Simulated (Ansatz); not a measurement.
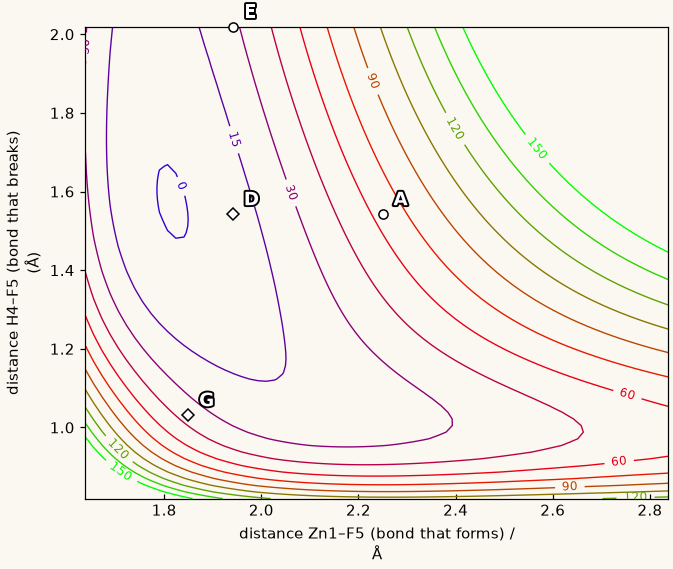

The reacting system FH₃O₂Zn (fragments H₂O₂Zn + FH where the first distance is long, FH₃O₂Zn where the second is long). 
- The first coordinate is: distance Zn1–F5 (bond that forms); the second: distance H4–F5 (bond that breaks).
- Relaxed at each point: all other coordinates.
- The scan uses a 13 × 13 grid.
- Points are written as (first, second).
- Energies: kJ/mol, counted from the lowest grid point.
- The reference is spin-restricted, so regions where a bond is pulled apart into radicals lie too high.
- Computed with Ansatz, RKS SPW92 (LDA)/def2-SVP.

Drawn: contour lines labelled in kJ/mol (none above 150), lettered points. Between grid points the surface is interpolated.

Is G the lowest point of the computed grid?

Answer. No. G lies 39 kJ/mol above the lowest grid point, which is at (1.850 Å, 1.542 Å).

What kind of point is each of A, D, G: minimum, saddle, maximum or slope?

Answer. A: on a slope; D: on a slope; G: on a slope. (In these two coordinates alone; a stationary point may lie a little off the grid point.)

Rank the lettered points by energy, lowest first.

Answer. D (8 kJ/mol), E (27 kJ/mol), G (39 kJ/mol), A (65 kJ/mol).
